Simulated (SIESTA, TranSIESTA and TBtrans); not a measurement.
Junction: Ir chain bridged by a linear C6 unit along the axis. Leads: straight Ir chain, spacing 2.3 Å. Geometry: 8 atoms about the centre moved by SIESTA (PBE, DZP) to a largest force of 0.02 eV/Å, all others as built, motion along the axis alone.

TranSIESTA and TBtrans, PBE, DZP numerical orbitals (energy shift 0.15 eV), PseudoDojo norm-conserving scalar-relativistic potentials, mesh cutoff 200 Ry, 300 K, spin-polarised (collinear), no spin-orbit coupling; self-consistent non-equilibrium Green functions.

Energies count from the leads' Fermi level. Transmissions are for each spin. The energy step is 0.01 eV; narrower resonances are cut or missed.

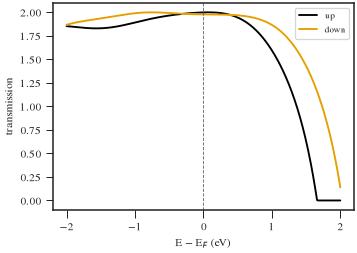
Figure: Transmission against energy

| E (eV) | T up | T down | lead channels up | down |
|---|---|---|---|---|
| -2.00 | 1.85 | 1.87 | 4 | 3 |
| -1.80 | 1.84 | 1.90 | 4 | 4 |
| -1.60 | 1.83 | 1.92 | 6 | 4 |
| -1.40 | 1.83 | 1.95 | 6 | 4 |
| -1.20 | 1.86 | 1.97 | 6 | 4 |
| -1.00 | 1.89 | 1.99 | 6 | 6 |
| -0.80 | 1.92 | 2.00 | 6 | 6 |
| -0.60 | 1.95 | 2.00 | 6 | 6 |
| -0.40 | 1.97 | 1.99 | band edge | 6 |
| -0.20 | 1.99 | 1.98 | 4 | 6 |
| 0.00 | 2.00 | 1.98 | 4 | 6 |
| 0.20 | 2.00 | 1.98 | 4 | 6 |
| 0.40 | 1.97 | 1.97 | 4 | 4 |
| 0.60 | 1.91 | 1.96 | 4 | 4 |
| 0.80 | 1.79 | 1.93 | 3 | 4 |
| 1.00 | 1.59 | 1.87 | 3 | 4 |
| 1.20 | 1.32 | 1.75 | 3 | 3 |
| 1.40 | 0.91 | 1.56 | 3 | 3 |
| 1.60 | 0.27 | 1.27 | 3 | 3 |
| 1.80 | 2.3e-5 | 0.84 | 1 | 3 |
| 2.00 | 2.3e-5 | 0.14 | 1 | 3 |

The magnetic order of the leads was set by the start, and no other order was tried; the separate lead runs end at 0.77 (left) and 0.77 (right) μB an atom. The straight chain is held at its spacing; free chains may zigzag or dimerise. Spin-orbit coupling, left out here, matters for the heavy atoms.
